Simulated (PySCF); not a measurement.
# C₆H₇ClO₂: magnetic properties

Aim: compute the magnetic properties of C₆H₇ClO₂ (`CC(=O)[C@@H](C=O)/C=C/Cl`).

Programs: PySCF 2.14.0, with routines of our own; each step states its level. All values are computed. Atoms count from 0.

## Step 1: The starting structure

16 atoms, charge 0, multiplicity 1; geometry from: GFN2-xTB.

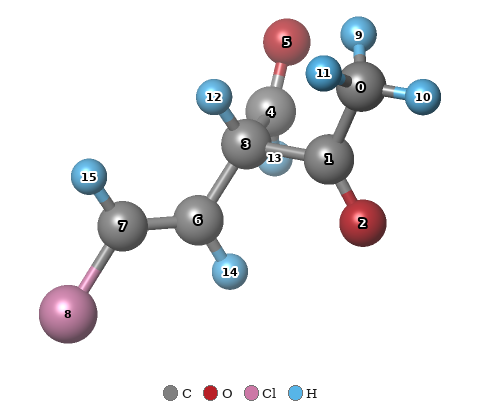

The starting geometry (carbon grey, oxygen red, chlorine pink, hydrogen blue).

## Step 2: Magnetic properties: GIAO BHandHLYP/pcSseg-1

What the job is given:

```
{"job": {"kind": "mag", "xc": "BHandHLYP", "basis": "pcSseg-1", "isotopologues": 0}, "charge": 0, "multiplicity": 1}
C     -1.983357     1.180127    -0.227679
C     -1.007348     0.153783    -0.709353
O     -1.103450    -0.464960    -1.730427
C      0.154621    -0.091767     0.284441
C     -0.410424    -1.155284     1.204054
O     -1.107951    -0.918757     2.147547
C      1.383563    -0.559399    -0.420786
C      2.568166     0.003464    -0.251012
Cl     3.975128    -0.533599    -1.075365
H     -2.277263     0.948683     0.795197
H     -2.857451     1.199385    -0.873239
H     -1.513625     2.161908    -0.229648
H      0.328475     0.819483     0.860339
H     -0.153096    -2.184795     0.905366
H      1.248577    -1.381701    -1.108027
H      2.747837     0.832373     0.417184
```

With the program's defaults for keys left out, this is: GIAO BHandHLYP/pcSseg-1 magnetisability, rotational g tensor and spin-rotation constants, non-relativistic, gas phase.

Run with:

```console
$ OMP_NUM_THREADS=1 python excited_run.py task.json out
```

One launch serves the whole session: the jobs run in the order shown.

Log:

```text
coarse grid: 14656 points
cycle   1  E = -842.8687889510  dE =  1.737e+00  |g| = 1.076e+00  |ddm| = 3.649e+00
cycle   2  E = -842.5402170042  dE =  3.286e-01  |g| = 1.764e+00  |ddm| = 2.324e+00
cycle   3  E = -843.1101800852  dE = -5.700e-01  |g| = 9.265e-02  |ddm| = 1.576e+00
cycle   4  E = -843.1114709397  dE = -1.291e-03  |g| = 7.195e-02  |ddm| = 1.366e-01
cycle   5  E = -843.1127033802  dE = -1.232e-03  |g| = 1.672e-02  |ddm| = 6.904e-02
cycle   6  E = -843.1127747624  dE = -7.138e-05  |g| = 5.273e-03  |ddm| = 1.978e-02
cycle   7  E = -843.1127832448  dE = -8.482e-06  |g| = 1.884e-03  |ddm| = 8.446e-03
final grid: 139016 points
cycle   8  E = -843.1710771801  dE = -1.880e-05  |g| = 4.424e-03  |ddm| = 1.538e-02
cycle   9  E = -843.1710746916  dE =  2.488e-06  |g| = 5.957e-03  |ddm| = 7.440e-03
cycle  10  E = -843.1710814745  dE = -6.783e-06  |g| = 6.547e-04  |ddm| = 4.723e-03
cycle  11  E = -843.1710815616  dE = -8.711e-08  |g| = 1.883e-04  |ddm| = 5.733e-04
cycle  12  E = -843.1710815705  dE = -8.858e-09  |g| = 7.227e-05  |ddm| = 2.713e-04
cycle  13  E = -843.1710815719  dE = -1.449e-09  |g| = 3.120e-05  |ddm| = 9.699e-05
cycle  14  E = -843.1710815722  dE = -3.256e-10  |g| = 1.212e-05  |ddm| = 5.237e-05
converged SCF energy = -843.1710815722

Magnetisability tensor (1e-30 J/T^2)
    -1288.30      -20.36      -52.78
      -20.36    -1182.50      181.27
      -52.78      181.27    -1060.79
isotropic -1177.20   principal values   -1321.01  -1288.35   -922.23
isotropic susceptibility -70.892 1e-6 cm^3/mol

Inertial axes            a          b          c
rot. const./GHz      2.3560     0.6448     0.5584
chi total           -74.716    -73.419    -64.543
chi diamagnetic    -611.063  -1846.564  -2103.364
chi paramagnetic    536.347   1773.145   2038.821
quadrupole/D A       -4.042     -6.697     10.739
g nuclear            0.5539     0.5264     0.5205
g electronic        -0.5936    -0.5372    -0.5349
g total             -0.0397    -0.0108    -0.0144

Spin-rotation constants (kHz, H = +C I.J)
atom  isotope        aa         bb         cc
  8   35Cl        0.318      0.164      0.171
  9     1H       -0.144     -0.007     -0.060
 10     1H       -0.109     -0.028     -0.059
 11     1H       -0.229     -0.076      0.009
 12     1H       -0.298     -0.067      0.033
 13     1H       -0.149     -0.054      0.043
 14     1H       -0.193     -0.062      0.038
 15     1H       -0.241     -0.059      0.036
  0    13C*       0.319      0.116      0.093
  1    13C*       1.058      0.282      0.218
  2    17O*      -1.113     -0.422     -0.374
  3    13C*       0.524      0.142      0.129
  4    13C*       0.865      0.249      0.283
  5    17O*      -1.625     -0.337     -0.365
  6    13C*       0.942      0.120      0.217
  7    13C*       0.893      0.138      0.210
* in the singly substituted isotopologue
```

Wall time 83 s (1 thread of Arm Neoverse N1, shared host); peak memory 1 GiB.

In short:

| quantity | value |
| --- | --- |
| magnetisability | -1177·10⁻³⁰ J/T² |
| molar susceptibility | -70.9·10⁻⁶ cm³/mol |
| rotational g (a, b, c) | -0.0397, -0.0108, -0.0144 |

The fields below are evaluated on a grid from the run's orbitals.

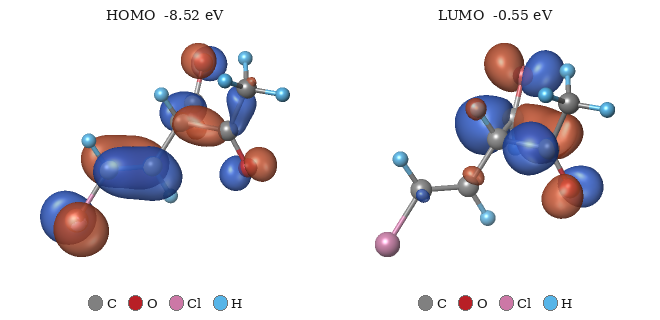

BHandHLYP/pcSseg-1 orbitals near the gap, drawn at the value that encloses 70 % of each; the two colours are the two signs.

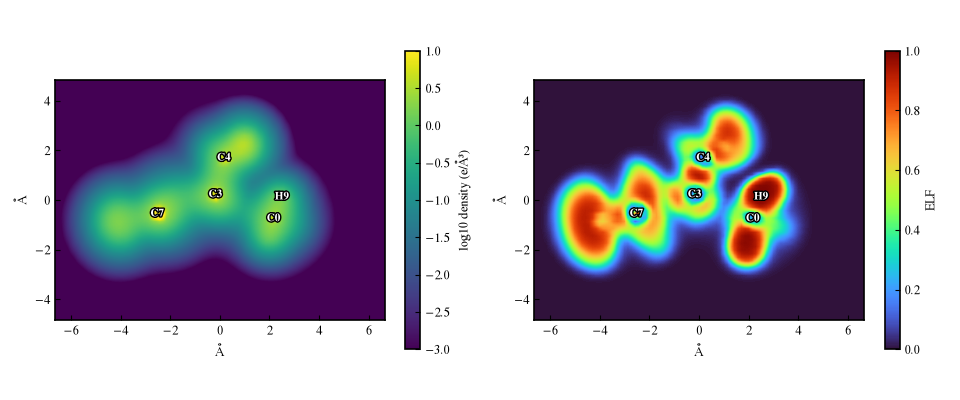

Density (left) and ELF (right) in a plane through or near 5 of the atoms.

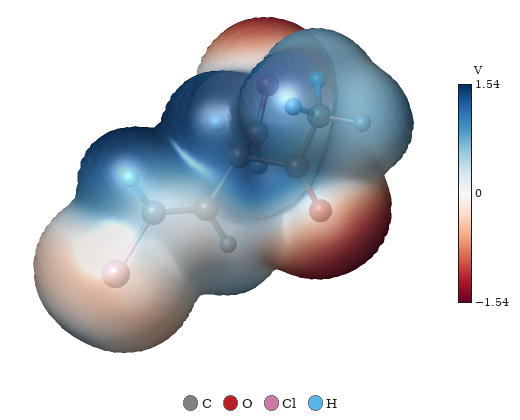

The potential that a unit positive charge feels on the 0.002 e/bohr³ surface, from the 1st to the 99th percentile, from -1.39 V near O2 to 1.54 V near H15.

## Step 3: Magnetic properties: GIAO mPW1PW91/def2-SVP in chloroform

Settings changed since step 2:

```diff
@@ -1,2 +1,2 @@
-{"job": {"kind": "mag", "xc": "BHandHLYP", "basis": "pcSseg-1", "isotopologues": 0}, "charge": 0, "multiplicity": 1}
+{"job": {"kind": "mag", "xc": "mPW1PW91", "basis": "def2-SVP", "solvent": "chloroform"}, "charge": 0, "multiplicity": 1}
 C     -1.983357     1.180127    -0.227679
```

With the program's defaults for keys left out, this is: GIAO mPW1PW91/def2-SVP magnetisability, non-relativistic, IEF-PCM chloroform.

Log:

```text
coarse grid: 14656 points
cycle   1  E = -842.6243612758  dE =  1.406e+00  |g| = 1.052e+00  |ddm| = 4.404e+00
cycle   2  E = -841.9582446108  dE =  6.661e-01  |g| = 2.127e+00  |ddm| = 3.985e+00
cycle   3  E = -842.8426916414  dE = -8.844e-01  |g| = 1.523e-01  |ddm| = 2.948e+00
cycle   4  E = -842.8469033986  dE = -4.212e-03  |g| = 8.740e-02  |ddm| = 2.407e-01
cycle   5  E = -842.8486449389  dE = -1.742e-03  |g| = 2.845e-02  |ddm| = 1.003e-01
cycle   6  E = -842.8488420096  dE = -1.971e-04  |g| = 5.334e-03  |ddm| = 2.874e-02
cycle   7  E = -842.8488479111  dE = -5.901e-06  |g| = 1.682e-03  |ddm| = 6.737e-03
final grid: 139016 points
cycle   8  E = -842.9646539701  dE = -2.069e-05  |g| = 1.019e-02  |ddm| = 2.922e-02
cycle   9  E = -842.9646010840  dE =  5.289e-05  |g| = 1.939e-02  |ddm| = 2.809e-02
cycle  10  E = -842.9646752244  dE = -7.414e-05  |g| = 1.425e-03  |ddm| = 1.938e-02
cycle  11  E = -842.9646756935  dE = -4.691e-07  |g| = 2.501e-04  |ddm| = 1.495e-03
cycle  12  E = -842.9646757054  dE = -1.193e-08  |g| = 1.258e-04  |ddm| = 3.886e-04
cycle  13  E = -842.9646757089  dE = -3.502e-09  |g| = 3.984e-05  |ddm| = 1.558e-04
cycle  14  E = -842.9646757093  dE = -3.447e-10  |g| = 1.039e-05  |ddm| = 5.419e-05
converged SCF energy = -842.9646757093

Magnetisability tensor (1e-30 J/T^2)
    -1252.62      -27.10      -71.51
      -27.10    -1168.62      191.83
      -71.51      191.83    -1029.34
isotropic -1150.19   principal values   -1310.94  -1259.53   -880.12
isotropic susceptibility -69.266 1e-6 cm^3/mol

Inertial axes            a          b          c
rot. const./GHz      2.3560     0.6448     0.5584
chi total           -71.984    -72.414    -63.401
chi diamagnetic    -608.051  -1843.771  -2100.670
chi paramagnetic    536.068   1771.357   2037.268
quadrupole/D A       -4.346     -6.629     10.975
```

It took 54 s on 1 thread of Arm Neoverse N1, shared host; peak memory 0.88 GiB.

In short:

| quantity | value |
| --- | --- |
| magnetisability | -1150·10⁻³⁰ J/T² |
| molar susceptibility | -69.3·10⁻⁶ cm³/mol |

## Step 4: What came out

| quantity | value |
| --- | --- |
| magnetisability (step 2, GIAO BHandHLYP/pcSseg-1) | -1177·10⁻³⁰ J/T² |
| molar susceptibility (step 2, GIAO BHandHLYP/pcSseg-1) | -70.9·10⁻⁶ cm³/mol |
| rotational g (a, b, c) (step 2, GIAO BHandHLYP/pcSseg-1) | -0.0397, -0.0108, -0.0144 |
| surface potential, 1st and 99th percentile | -1.39 V and 1.54 V |

**Reading.** At BHandHLYP/pcSseg-1, counted by nearest atom on the grid, the HOMO lies on Cl8 22 %; C6, C7 about 20 % each, the LUMO on C4 27 %; O5 21 %. Vibrational averaging and real surroundings are missing from these values.
